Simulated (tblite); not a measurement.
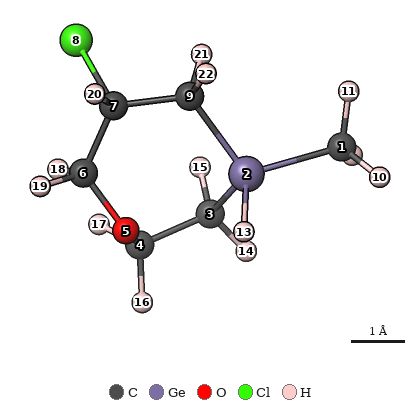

**Figure 1.** The starting structure (ball-and-stick view, seen at a tilt; atoms are numbered from 1 in the order of the input). Sticks mark near contacts.

**Run report: C6H13ClGeO, geometry relaxation (part 1 of 3)**

The run: geometry relaxation of C6H13ClGeO. Method and program: GFN2-xTB geometry optimisation, gas phase (tblite 0.8.0).

It belongs to a series of runs on one base structure; here: C replaced by Ge.

Output
```
step      E/eV     max force
  0    -815.42915    2.891
  1    -815.79906    1.213
  2    -815.89836    0.650
  3    -815.96681    0.558
  4    -816.02740    0.751
  5    -816.07895    0.554
  6    -816.11150    0.394
  7    -816.13280    0.260
  8    -816.14597    0.269
  9    -816.15691    0.271
 10    -816.16783    0.217
 11    -816.17685    0.254
 12    -816.18310    0.210
 13    -816.18713    0.137
 14    -816.19002    0.125
 15    -816.19252    0.114
 16    -816.19460    0.119
 17    -816.19624    0.097
 18    -816.19760    0.082
 19    -816.19892    0.089
 20    -816.20046    0.109
 21    -816.20231    0.105
 22    -816.20436    0.109
 23    -816.20671    0.128
 24    -816.20984    0.136
 25    -816.21452    0.203
 26    -816.22157    0.248
 27    -816.23063    0.277
 28    -816.24087    0.321
 29    -816.25322    0.269
 30    -816.26774    0.339
 31    -816.28671    0.407
 32    -816.30601    0.387
 33    -816.32325    0.302
 34    -816.31759    0.565
 35    -816.34436    0.291
 36    -816.35282    0.220
 37    -816.37913    0.313
 38    -816.38668    0.284
 39    -816.40079    0.226
 40    -816.41000    0.277
 41    -816.42439    0.425
 42    -816.43793    0.430
 43    -816.45038    0.286
 44    -816.45685    0.192
 45    -816.46472    0.236
 46    -816.47427    0.279
 47    -816.48688    0.296
 48    -816.49619    0.222
 49    -816.50385    0.213
 50    -816.50995    0.193
 51    -816.51601    0.169
 52    -816.52088    0.134
 53    -816.52496    0.118
 54    -816.52810    0.115
 55    -816.53128    0.109
 56    -816.53472    0.142
 57    -816.53814    0.151
 58    -816.54115    0.116
 59    -816.54386    0.122
 60    -816.54647    0.102
 61    -816.54868    0.100
 62    -816.55018    0.092
 63    -816.55126    0.080
 64    -816.55232    0.081
 65    -816.55341    0.080
 66    -816.55433    0.081
 67    -816.55504    0.083
 68    -816.55574    0.064
 69    -816.55664    0.085
 70    -816.55760    0.078
 71    -816.55831    0.057
 72    -816.55875    0.051
 73    -816.55912    0.050
 74    -816.55958    0.069
 75    -816.56009    0.063
 76    -816.56051    0.040
 77    -816.56083    0.045
 78    -816.56113    0.046
 79    -816.56149    0.042
 80    -816.56191    0.045
 81    -816.56229    0.040
 82    -816.56258    0.042
 83    -816.56283    0.037
 84    -816.56314    0.044
 85    -816.56357    0.054
 86    -816.56408    0.055
 87    -816.56456    0.049
 88    -816.56500    0.050
 89    -816.56547    0.052
 90    -816.56612    0.060
 91    -816.56691    0.074
 92    -816.56766    0.072
 93    -816.56819    0.058
 94    -816.56875    0.059
 95    -816.56927    0.058
 96    -816.56994    0.056
 97    -816.57033    0.048
 98    -816.57079    0.041
 99    -816.57130    0.045
100    -816.57204    0.063
101    -816.57281    0.065
102    -816.57352    0.058
103    -816.57286    0.167
104    -816.57462    0.051
105    -816.57519    0.050
106    -816.57723    0.069
107    -816.57779    0.051
108    -816.57848    0.051
109    -816.57923    0.045
110    -816.57963    0.049
111    -816.58028    0.043
112    -816.58068    0.044
113    -816.58097    0.039
114    -816.58121    0.034
115    -816.58143    0.033
116    -816.58157    0.029
117    -816.58167    0.024
118    -816.58175    0.022
119    -816.58188    0.019
120    -816.58200    0.023
121    -816.58208    0.022
122    -816.58218    0.019
123    -816.58234    0.025
124    -816.58259    0.034
125    -816.58287    0.043
126    -816.58302    0.049
127    -816.58324    0.038
128    -816.58337    0.035
129    -816.58378    0.030
130    -816.58394    0.034
131    -816.58421    0.034
132    -816.58451    0.035
133    -816.58476    0.031
134    -816.58498    0.054
135    -816.58514    0.028
136    -816.58529    0.037
137    -816.58544    0.026
138    -816.58554    0.028
139    -816.58565    0.030
140    -816.58575    0.032
141    -816.58589    0.028
142    -816.58605    0.026
143    -816.58618    0.029
144    -816.58627    0.020
145    -816.58634    0.014
146    -816.58639    0.013
147    -816.58643    0.016
148    -816.58646    0.017
149    -816.58649    0.012
150    -816.58651    0.007
```

Trajectory as extended XYZ (Å, eV, eV/Å), 22 of the 151 frames kept, from step=0 to step=150
```
22
Properties=species:S:1:pos:R:3:forces:R:3 step=0 energy=-815.42915
C     2.9131    0.5754   -0.0120    0.8920   0.4600  -0.2920
Ge    1.0786    0.2129    0.4968    0.5090  -1.2580   2.1280
C     0.5998   -1.4884   -0.3500   -0.0180   0.0030  -1.3080
C    -0.7548   -1.8892    0.2004    1.2430  -1.7330   0.5180
O    -1.1760   -0.8628    1.0590   -0.4630  -0.6550  -0.3370
C    -2.0394   -0.0668    0.3449   -2.6110  -1.0350   0.6850
C    -1.5671    1.2526   -0.1185   -0.9310   2.0010   0.2590
Cl   -2.2254    1.5132   -1.7525   -0.4690   0.1330  -0.3770
C    -0.1185    1.5242   -0.1762    0.8390   2.1620  -0.7240
H     3.5992    0.5678    0.8515   -0.2900   0.0110  -0.5470
H     2.9742    1.5624   -0.4996    0.2140  -0.4700   0.2040
H     3.2334   -0.1917   -0.7329    0.0520   0.4080   0.2970
H     0.9575    0.0463    2.0625    0.2440   0.2460  -0.7330
H     1.3692   -2.2613   -0.2196   -0.3580   0.2120  -0.4100
H     0.4353   -1.2179   -1.4300    0.6320  -0.5950   0.6350
H    -0.6394   -2.8488    0.7658   -0.2270   0.7050  -0.0170
H    -1.4778   -2.0779   -0.6087    0.2320  -0.1790   0.3290
H    -2.4209   -0.6821   -0.5064   -0.1040   0.8220   0.3180
H    -2.9281    0.0949    1.0135    0.3250   0.0160  -0.3330
H    -2.0459    2.0383    0.5240    0.1810  -0.4420  -0.5130
H     0.1539    1.7098   -1.2427    0.0810  -0.1400   0.6060
H     0.0688    2.5083    0.3299    0.0270  -0.6710  -0.3900
22
Properties=species:S:1:pos:R:3:forces:R:3 step=7 energy=-816.13280
C     2.9452    0.5933   -0.0107    0.1810   0.0470  -0.0370
Ge    1.1009    0.1658    0.5709    0.0110  -0.0260   0.1360
C     0.6211   -1.5124   -0.3816   -0.0670  -0.1350  -0.0310
C    -0.7165   -1.9602    0.2035   -0.0420  -0.0060  -0.0990
O    -1.2753   -0.9338    1.0170    0.0950   0.1490  -0.1320
C    -2.1559   -0.0677    0.3565   -0.0770  -0.0290  -0.0790
C    -1.6132    1.3168   -0.1161   -0.0480   0.0350   0.0120
Cl   -2.3135    1.5603   -1.7731    0.0940   0.1050   0.2020
C    -0.1077    1.5710   -0.1679   -0.0800   0.0420  -0.0210
H     3.6434    0.5817    0.8196    0.0110   0.0330   0.0080
H     3.0157    1.5617   -0.4960   -0.0180   0.0220   0.0460
H     3.2761   -0.1558   -0.7261    0.0100   0.0250   0.0020
H     1.0048    0.0680    2.0845    0.0800  -0.0070  -0.1640
H     1.3808   -2.2884   -0.3102   -0.0320  -0.0280   0.1410
H     0.5354   -1.2849   -1.4509   -0.0910   0.0370   0.1640
H    -0.6171   -2.8433    0.8484    0.1010   0.2370  -0.0380
H    -1.4326   -2.1915   -0.5907   -0.0020  -0.2320  -0.0400
H    -2.5435   -0.5806   -0.5311   -0.1670   0.0190   0.0550
H    -2.9945    0.1056    1.0512    0.1810   0.0400  -0.1430
H    -2.0905    2.0866    0.4971    0.0480  -0.0320  -0.0570
H     0.2125    1.6966   -1.2089   -0.0980  -0.1100   0.0980
H     0.1141    2.5308    0.3139   -0.0880  -0.1850  -0.0200
22
Properties=species:S:1:pos:R:3:forces:R:3 step=14 energy=-816.19002
C     2.9676    0.6046   -0.0087    0.0360   0.0190  -0.0190
Ge    1.1180    0.1478    0.5708   -0.0480   0.0630   0.0000
C     0.6257   -1.5305   -0.3812   -0.0400  -0.0500  -0.0510
C    -0.7174   -1.9679    0.1815   -0.0330   0.0280   0.0860
O    -1.2803   -0.9156    0.9548   -0.0520   0.0450   0.1040
C    -2.1850   -0.0579    0.3239   -0.0430  -0.0130  -0.0090
C    -1.6290    1.3256   -0.1174   -0.0190  -0.0050  -0.0250
Cl   -2.3194    1.6287   -1.7575    0.0480   0.0900   0.0080
C    -0.1187    1.5444   -0.1553   -0.0590   0.0360  -0.0600
H     3.6689    0.5980    0.8197   -0.0380   0.0020   0.0080
H     3.0240    1.5794   -0.4832   -0.0310   0.0060   0.0200
H     3.3026   -0.1361   -0.7304    0.0260   0.0370  -0.0080
H     1.0461    0.0636    2.0748    0.0230  -0.0520   0.0140
H     1.3694   -2.3175   -0.2866    0.0130  -0.0220  -0.0220
H     0.5367   -1.2855   -1.4401    0.0460  -0.0090  -0.0420
H    -0.5815   -2.7908    0.8876   -0.0040   0.0100   0.0280
H    -1.4222   -2.2919   -0.5938    0.0380   0.0240   0.0120
H    -2.6329   -0.5592   -0.5412    0.0200   0.0080  -0.0240
H    -2.9868    0.1282    1.0514    0.0410  -0.0240  -0.0240
H    -2.0933    2.0966    0.5041    0.0660  -0.0840   0.0190
H     0.1961    1.6530   -1.1965   -0.0140  -0.0200   0.0070
H     0.1010    2.5026    0.3224    0.0220  -0.0880  -0.0220
22
Properties=species:S:1:pos:R:3:forces:R:3 step=21 energy=-816.20231
C     2.9678    0.6164   -0.0109   -0.0080   0.0120   0.0050
Ge    1.1179    0.1395    0.5646    0.0500   0.0470  -0.0800
C     0.6216   -1.5366   -0.3815    0.0280  -0.0310  -0.0360
C    -0.7184   -1.9611    0.1975   -0.0120  -0.0240   0.0230
O    -1.2930   -0.9066    0.9566   -0.0040   0.0410  -0.0060
C    -2.1960   -0.0598    0.3082   -0.0240   0.0270  -0.0160
C    -1.6336    1.3214   -0.1240    0.0670   0.0380   0.0650
Cl   -2.3098    1.6962   -1.7482   -0.0780  -0.0090  -0.0080
C    -0.1241    1.5251   -0.1698    0.0650   0.0230   0.0120
H     3.6566    0.6064    0.8286   -0.0210   0.0180  -0.0220
H     3.0130    1.5992   -0.4711   -0.0130  -0.0140   0.0330
H     3.3237   -0.1089   -0.7388   -0.0120   0.0450   0.0150
H     1.0678    0.0332    2.0666   -0.0160  -0.0240   0.0330
H     1.3592   -2.3285   -0.2913    0.0360  -0.0550   0.0500
H     0.5453   -1.3028   -1.4442   -0.0650   0.0230  -0.0250
H    -0.5751   -2.7666    0.9201    0.0050  -0.0480   0.0230
H    -1.4166   -2.3014   -0.5733   -0.0470  -0.0260  -0.0110
H    -2.6428   -0.5597   -0.5578    0.0510  -0.0240  -0.0270
H    -2.9941    0.1294    1.0368   -0.0400  -0.0170  -0.0430
H    -2.0756    2.0756    0.5291    0.0130   0.0180   0.0300
H     0.1884    1.6336   -1.2115    0.0050  -0.0350   0.0200
H     0.1074    2.4754    0.3133    0.0190   0.0140  -0.0360
22
Properties=species:S:1:pos:R:3:forces:R:3 step=29 energy=-816.25322
C     2.9592    0.7022   -0.0112   -0.1060  -0.0320   0.0690
Ge    1.1312    0.0807    0.5143    0.0230   0.1230  -0.1230
C     0.5905   -1.6168   -0.3866   -0.0150   0.2130   0.1050
C    -0.7390   -1.9719    0.2767   -0.0070  -0.0240  -0.0220
O    -1.3090   -0.8560    0.9569   -0.0490  -0.0960  -0.0510
C    -2.1929   -0.0504    0.2207    0.1050   0.0150  -0.0310
C    -1.6080    1.3547   -0.0850    0.1480  -0.0220   0.1540
Cl   -2.3993    1.9323   -1.5885   -0.0470   0.0410   0.0170
C    -0.0968    1.4887   -0.2231    0.1010  -0.0830  -0.0200
H     3.5987    0.6792    0.8668    0.0850  -0.0070  -0.1120
H     2.9328    1.7259   -0.3799    0.0040  -0.1080   0.0130
H     3.3988    0.0717   -0.7807   -0.0280   0.0640   0.0840
H     1.1112   -0.1321    2.0025   -0.0390   0.0950   0.1220
H     1.3276   -2.4154   -0.2705   -0.2160   0.0990  -0.1270
H     0.4537   -1.4036   -1.4503    0.0680  -0.1490   0.0830
H    -0.5719   -2.7191    1.0544   -0.0330   0.0100   0.0460
H    -1.4627   -2.3648   -0.4430   -0.0220  -0.1240  -0.0190
H    -2.4991   -0.5692   -0.6960    0.1550   0.1680  -0.0850
H    -3.1067    0.0910    0.8215    0.1760  -0.0330  -0.0120
H    -1.9404    2.0415    0.6973   -0.0460  -0.0590   0.0090
H     0.1896    1.4961   -1.2791   -0.1290   0.0100  -0.0180
H     0.2220    2.4548    0.1819   -0.1290  -0.1020  -0.0820
22
Properties=species:S:1:pos:R:3:forces:R:3 step=36 energy=-816.35282
C     2.9364    0.7723    0.0099    0.0440  -0.0190   0.0110
Ge    1.1347    0.0627    0.4802   -0.0780  -0.2060   0.0000
C     0.5224   -1.6485   -0.3712    0.0170  -0.1050  -0.0020
C    -0.7815   -1.9975    0.3489    0.0730  -0.0270  -0.0270
O    -1.3379   -0.8469    0.9631   -0.0560  -0.1160  -0.0230
C    -2.1183   -0.0370    0.1220    0.0050  -0.0400   0.0200
C    -1.5481    1.3796   -0.0112   -0.1050  -0.0270  -0.0560
Cl   -2.4925    2.1230   -1.3610    0.1080   0.1010   0.1030
C    -0.0684    1.4579   -0.2902   -0.0610   0.0170  -0.0030
H     3.5945    0.7416    0.8695    0.0410  -0.0400   0.0850
H     2.8442    1.8102   -0.2918   -0.0230   0.0500  -0.0210
H     3.4308    0.2449   -0.7941   -0.0360  -0.1410  -0.1100
H     1.1032   -0.2103    1.9656   -0.0330   0.2060   0.0410
H     1.2289   -2.4667   -0.2666    0.1020  -0.0230   0.0190
H     0.3506   -1.5250   -1.4407    0.0100   0.1460   0.0010
H    -0.5909   -2.6883    1.1723    0.0600   0.0480   0.0410
H    -1.5111   -2.4691   -0.3248    0.0390   0.0510   0.0610
H    -2.2078   -0.4866   -0.8720    0.0200   0.0410  -0.0050
H    -3.1166    0.0268    0.5708   -0.1020   0.0470  -0.0920
H    -1.7978    1.9736    0.8697    0.0120  -0.1070   0.0650
H     0.1201    1.3658   -1.3621   -0.0660   0.0260  -0.0670
H     0.2945    2.4369    0.0129    0.0310   0.1180  -0.0410
22
Properties=species:S:1:pos:R:3:forces:R:3 step=43 energy=-816.45038
C     2.9198    0.7693    0.0214    0.0710   0.0430  -0.0550
Ge    1.1160    0.0536    0.4526    0.0650  -0.0890   0.2640
C     0.5054   -1.6924   -0.3443   -0.0290   0.0870   0.0080
C    -0.7857   -2.0283    0.3985   -0.0390   0.0910   0.0230
O    -1.4006   -0.8630    0.9231   -0.0690   0.0430   0.1290
C    -2.0916   -0.0395    0.0104    0.1230  -0.0150  -0.0440
C    -1.5168    1.3728    0.0617   -0.0320   0.0120  -0.0590
Cl   -2.4710    2.3749   -1.0786   -0.1680   0.0750   0.0580
C    -0.0747    1.4366   -0.3490    0.0290  -0.0970   0.0130
H     3.6051    0.7339    0.8595   -0.0280  -0.1630   0.0900
H     2.7898    1.8149   -0.2283    0.0170   0.1580  -0.0720
H     3.4010    0.2984   -0.8225    0.0300  -0.1670  -0.1340
H     1.0518   -0.0484    1.9642   -0.0830   0.0550  -0.0650
H     1.2066   -2.5231   -0.2789    0.0150   0.1190   0.0460
H     0.3077   -1.5199   -1.4012    0.0070   0.0050  -0.0870
H    -0.5496   -2.6212    1.2812    0.0040  -0.0170   0.0970
H    -1.5055   -2.5889   -0.2084    0.0460  -0.0270  -0.1180
H    -1.9968   -0.4171   -1.0060   -0.0240  -0.1020  -0.1910
H    -3.1552   -0.0017    0.2760   -0.0070  -0.0960   0.0530
H    -1.6684    1.7905    1.0540   -0.0170   0.0420   0.1210
H    -0.0235    1.2890   -1.4264    0.0860  -0.0630  -0.1880
H     0.3258    2.4291   -0.1599    0.0040   0.1060   0.1110
```
